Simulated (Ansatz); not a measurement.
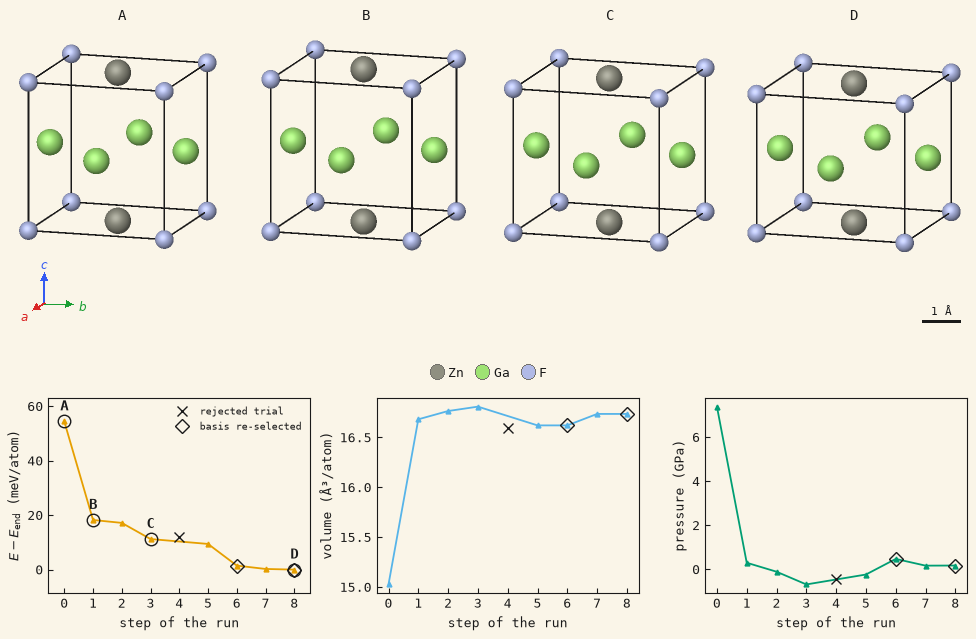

Frames of a relaxation of a crystal of ZnGa2F (a generated structure, set up in P4/mmm) (coarse preliminary run), marked on the history of the run. A ball-and-stick model of the cell of the calculation, seen slightly off an axis.

Method: DFT PBE, scalar-relativistic, plane waves, PAW in Ansatz 0.2.0. Settings: plane-wave cutoff 420 eV; k-point mesh 4 × 4 × 4; occupations gaussian; smearing width 0.1 eV; no spin polarisation; cell and atoms relaxed; force threshold 0.04 eV/Å; at most 70 steps.

Question: What happens along the run?

Answer: No atom moves by more than 0.005 Å relative to the cell. Cell: a = b 3.837 → 4.181 Å (+9.0 %), c 4.082 → 3.830 Å (−6.2 %). Volume +11.4 %. The space group stays P4/mmm (No. 123). Over 5 accepted moves (8 points after the start) the energy falls by 54.4 meV per atom. All forces vanish by symmetry, so only the cell relaxes. The pressure goes from 7.39 to 0.17 GPa. The line search rejected the trial step at point 4 of the run. The SCF was repeated twice at an unchanged geometry on a basis and grid sized afresh for the cell, which shifted the energy by 8.0 meV per atom at most. From step 0 to 1: volume +11.0 %, energy −36.2 meV per atom. From step 1 to 3: volume +0.8 %, energy −7.0 meV per atom. From step 3 to 8: volume −0.4 %, energy −11.2 meV per atom.

```json
{"step": "0", "E − E(0), meV/atom": "0.00", "pressure, GPa": "7.39", "volume, Å³/atom": "15.026", "note": ""}
{"step": "1", "E − E(0), meV/atom": "-36.18", "pressure, GPa": "0.30", "volume, Å³/atom": "16.682", "note": ""}
{"step": "2", "E − E(0), meV/atom": "-37.25", "pressure, GPa": "-0.11", "volume, Å³/atom": "16.765", "note": ""}
{"step": "3", "E − E(0), meV/atom": "-43.18", "pressure, GPa": "-0.68", "volume, Å³/atom": "16.809", "note": ""}
{"step": "4", "E − E(0), meV/atom": "-42.54", "pressure, GPa": "-0.43", "volume, Å³/atom": "16.599", "note": "rejected"}
{"step": "5", "E − E(0), meV/atom": "-44.97", "pressure, GPa": "-0.23", "volume, Å³/atom": "16.621", "note": ""}
{"step": "6", "E − E(0), meV/atom": "-52.94", "pressure, GPa": "0.47", "volume, Å³/atom": "16.621", "note": "same geometry, new basis"}
{"step": "7", "E − E(0), meV/atom": "-54.16", "pressure, GPa": "0.17", "volume, Å³/atom": "16.736", "note": ""}
{"step": "8", "E − E(0), meV/atom": "-54.41", "pressure, GPa": "0.17", "volume, Å³/atom": "16.736", "note": "same geometry, new basis"}
```

Limits of the set-up: the k-point mesh is coarse for a cell with partly filled bands.
